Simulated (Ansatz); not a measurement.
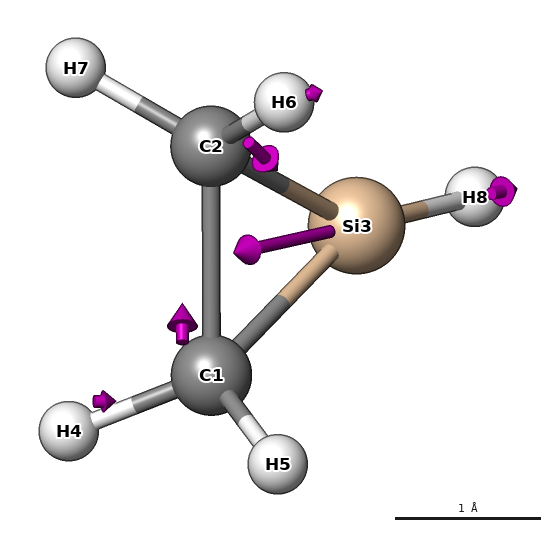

Arrows show the forces on the atoms, 0.3 Å of arrow for 1 eV/Å; forces under a tenth of the largest aren't drawn. State: charge +1, singlet. Level of theory: ωB97M-V/def2-TZVPP (Ansatz 0.2.0).

Question: On which atom is the force largest, and how large is it?

Answer: On Si3: 3.74 eV/Å.

List the force components in the frame of the picture (x right, y up, z towards the viewer), in eV/Å.

```json
{"atom": "C1", "Fx": "0.00", "Fy": "0.92", "Fz": "−0.47"}
{"atom": "C2", "Fx": "0.68", "Fy": "−0.66", "Fz": "−1.10"}
{"atom": "Si3", "Fx": "−2.24", "Fy": "−0.50", "Fz": "2.96"}
{"atom": "H4", "Fx": "0.52", "Fy": "0.01", "Fz": "−0.15"}
{"atom": "H5", "Fx": "0.10", "Fy": "0.09", "Fz": "−0.31"}
{"atom": "H6", "Fx": "0.35", "Fy": "0.10", "Fz": "0.15"}
{"atom": "H7", "Fx": "−0.01", "Fy": "−0.09", "Fz": "−0.25"}
{"atom": "H8", "Fx": "0.61", "Fy": "0.12", "Fz": "−0.83"}
```
